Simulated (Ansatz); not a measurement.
# Cl3HOZr···H2O: what the fields show

Input

```
crystal:
  periodic: [false, false, false]
  atoms:
    - { symbol: Zr, position_ang: [0.0, 0.0, 0.0] }
    - { symbol: Cl, position_ang: [0.0, 0.0, 2.87] }
    - { symbol: Cl, position_ang: [2.3764, 0.0, -0.8392] }
    - { symbol: Cl, position_ang: [-1.1869, 2.0563, -0.8392] }
    - { symbol: O, position_ang: [-0.975, -1.6891, -0.6893] }
    - { symbol: H, position_ang: [-1.4296, -2.1548, 0.0831] }
    - { symbol: O, position_ang: [1.2429, 1.8744, 0.7473] }
    - { symbol: H, position_ang: [2.0199, 1.5607, 1.3113] }
    - { symbol: H, position_ang: [0.8691, 1.3107, 2.002] }
basis:
  gaussian: { orbitals: def2-SVP }
hamiltonian:
  xc: b3lyp
relax:
  f_tol: 0.15
  max_steps: 25
  restrain:
    - { distance: [0, 6], at: 3.27, k: 30.0 }
    - { distance: [8, 1], at: 2.57, k: 30.0 }
    - { distance: [0, 1], at: 2.52, k: 30.0 }
    - { distance: [8, 6], at: 1.01, k: 30.0 }
output:
  orbitals: {}
```

Launched as:

```sh
ansatz run input.yaml --threads 4 --pin off --max-ram 5120MiB --backend cpu --events-out ev --progress --plain --runs-dir out
```

The fields are those of the run's last geometry, not of the input's.

Core potentials replace the inner electrons of Zr; not at a stationary point (largest force 1.3 eV/Å).

Level of theory: RKS B3LYP/def2-SVP (Ansatz).

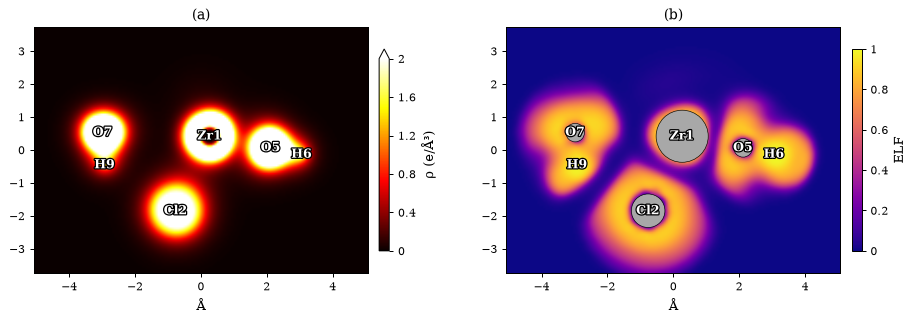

Figure 1. (a) electron density; (b) ELF on the plane of atoms Cl2, Zr1 and O5. Grey discs cover the atomic cores in the ELF map.

Question: Describe what can be read from this map.

Answer:
- The plane passes through Zr, Cl, O and H nuclei.
- Zr1···O7 (3.25 Å): the density falls to about 0.05 e/Å³ on the way; the ELF dips to about 0 between them.
- Zr–O (1.88 Å): the density is about 0.97 e/Å³ at the midpoint; the ELF peaks at about 0.80 in the valence shell of O, 0.5 Å from its nucleus, and drops to about 0.20 between the two atoms.
- O–H (0.96 Å): ρ at the midpoint is about 3.7 e/Å³; the ELF climbs to about 1 towards the hydrogen, as it does in any bond to H: a covalent bond by its length.
- Zr–Cl (2.49 Å): ρ at the midpoint is about 0.44 e/Å³; the ELF peaks at about 0.85 in the valence shell of Cl, 0.9 Å from its nucleus, and is about 0.30 at the midpoint.
- The ELF also peaks beside O7, away from the bonds: lone-pair regions.

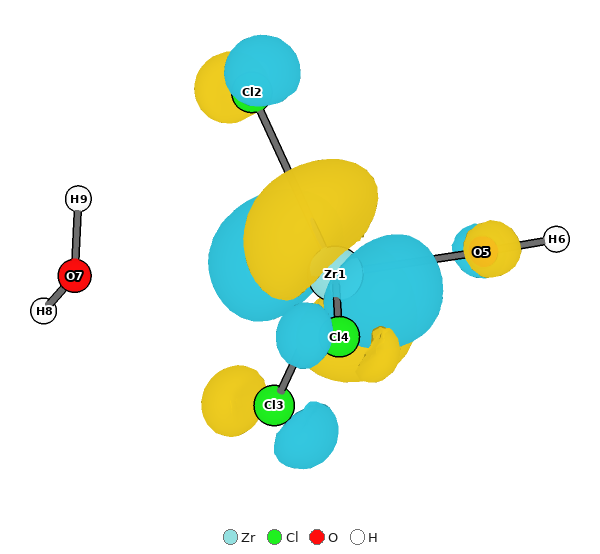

Figure 2. One frontier orbital at ±0.15 Å⁻³ᐟ² (yellow and cyan are the two phases), seen across its widest extent.

Question: Which orbital is it: HOMO or LUMO?

Answer: The LUMO, at −2.11 eV. It lies mainly on Zr1 (about 70 %), Cl3 (about 10 %), Cl2 (about 10 %) and Cl4 (about 5 %).

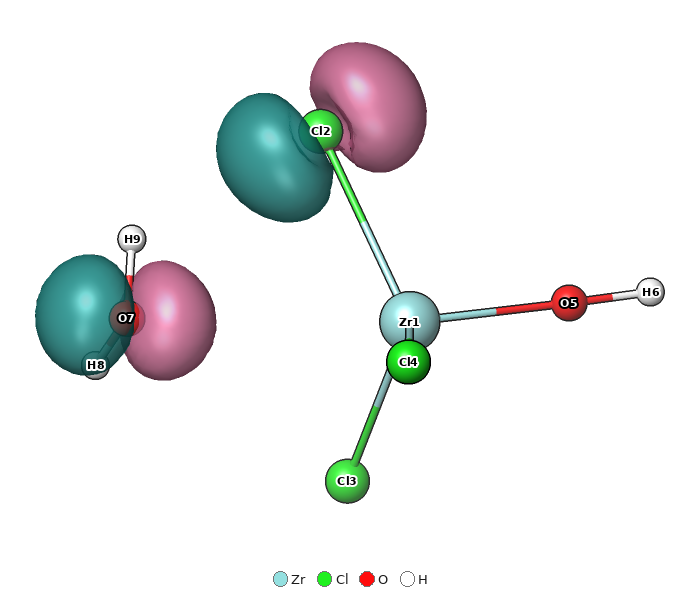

Figure 3. The HOMO at ±0.2 Å⁻³ᐟ² (teal and pink are the two phases), seen at a tilt.

Question: Describe this orbital and give its energy.

Answer: By Hirshfeld shares it lies mainly on Cl2 (about 45 %) and O7 (about 40 %); largely a combination of lone pairs on Cl2 and O7. Its energy is −8.53 eV.
